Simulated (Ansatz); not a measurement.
# C₂H₈AlNSi: one species, many methods

Aim: compute C₂H₈AlNSi with functionals from several rungs and with coupled cluster. The yardstick is the atomisation energy at the CCSD(T) limit.

Computed with Ansatz 0.2.0, Gaussian basis. Level: functionals in def2-TZVPP, the program's frozen cores in correlated methods.

Plan: PBE-D4, r2SCAN-D4, PBE0-D4, B3LYP-D4, ωB97X-V, ωB97M-V, B2PLYP; CCSD(T)/def2-TZVPP; MP2/def2-QZVPP; extrapolation to the limit.

**1. Structure used throughout**

All runs share one geometry, relaxed beforehand with PBE0-D4 in a triple-zeta def2 set.

13 atoms, charge 0, spin multiplicity 1.

Atoms are counted from 1 here; the program's logs count them from 0.

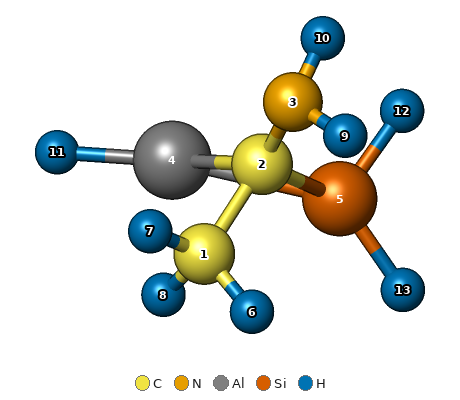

The geometry (carbon yellow, nitrogen amber, aluminium grey, silicon orange, hydrogen blue); atoms are numbered from 1 in the order of the file.

As a file:

```xyz
13
C2H8AlNSi
C    -1.2468    0.5301    0.0067
C    -0.0087   -0.3639   -0.1067
N    -0.2572   -1.4691   -0.9924
Al    0.3418   -0.0264    1.7998
Si    1.6110    0.6866   -0.0077
H    -1.3862    1.1875   -0.8627
H    -2.1466   -0.0766    0.1382
H    -1.1992    1.2560    0.8535
H    -0.3575   -1.1591   -1.9552
H     0.5099   -2.1273   -0.9725
H    -0.3996   -0.1844    3.1924
H     2.7477   -0.2377   -0.2883
H     1.8118    1.9492   -0.7902
```

**2. PBE-D4 (GGA)**

File in.yaml:

```yaml
crystal:
  periodic: [false, false, false]
  atoms:
    - {symbol: C, position_ang: [-1.246838, 0.530145, 0.006662]}
    - {symbol: C, position_ang: [-0.008694, -0.363880, -0.106714]}
    - {symbol: N, position_ang: [-0.257190, -1.469092, -0.992362]}
    - {symbol: Al, position_ang: [0.341784, -0.026393, 1.799842]}
    - {symbol: Si, position_ang: [1.611049, 0.686598, -0.007748]}
    - {symbol: H, position_ang: [-1.386198, 1.187458, -0.862663]}
    - {symbol: H, position_ang: [-2.146582, -0.076625, 0.138174]}
    - {symbol: H, position_ang: [-1.199193, 1.256027, 0.853531]}
    - {symbol: H, position_ang: [-0.357453, -1.159089, -1.955228]}
    - {symbol: H, position_ang: [0.509852, -2.127271, -0.972508]}
    - {symbol: H, position_ang: [-0.399566, -0.184416, 3.192369]}
    - {symbol: H, position_ang: [2.747685, -0.237706, -0.288279]}
    - {symbol: H, position_ang: [1.811843, 1.949245, -0.790176]}
basis:
  gaussian: {orbitals: def2-TZVPP}
hamiltonian: {xc: pbe, dispersion: d4}
output: {forces: true, orbitals: {seedname: orbitals}}
```

On the command line:

```sh
$ ansatz run in.yaml --threads 4 --pin off --events-out ev --progress --plain --max-ram 10444MiB
```

Further steps of the session: r2SCAN-D4 (meta-GGA); PBE0-D4 (hybrid); B3LYP-D4 (hybrid); ωB97X-V (range-separated); ωB97M-V (range-separated); B2PLYP (double hybrid); CCSD(T) in def2-TZVPP; MP2 in def2-QZVPP.

Before running them: what should the planned runs give, taken together? Wanted: atomisation energy, CCSD(T)/CBS; farthest; mean size of error, hybrid; mean size of error, range-separated; gap, smallest and largest; T1 diagnostic; triples share of the correlation energy.

The runs gave:

```
                               quantity                                  value
        atomisation energy, CCSD(T)/CBS                              44.526 eV
    functionals within 0.223 eV (0.5 %)  r2SCAN-D4, PBE0-D4, B3LYP-D4, ωB97M-V
                               farthest                     PBE-D4 (+0.866 eV)
             mean size of error, hybrid                               0.085 eV
    mean size of error, range-separated                               0.201 eV
              gap, smallest and largest    2.57 eV (PBE-D4), 8.44 eV (ωB97X-V)
                          T1 diagnostic                                 0.0135
triples share of the correlation energy                                  4.2 %
```

What this shows: PBE-D4 is off by +0.866 eV. Double hybrids carry the basis error of their MP2 part in triple zeta, and no dispersion term here, so their miss is partly the set-up's. Misses under about 0.223 eV are within the doubt on the reference itself, which lacks core-valence correlation, relativity and higher excitations. Hartree-Fock recovers 71 % of the binding; the rest is correlation. The gap grows from 2.6 to 8.4 eV across the functionals, mostly with the share of exact exchange.
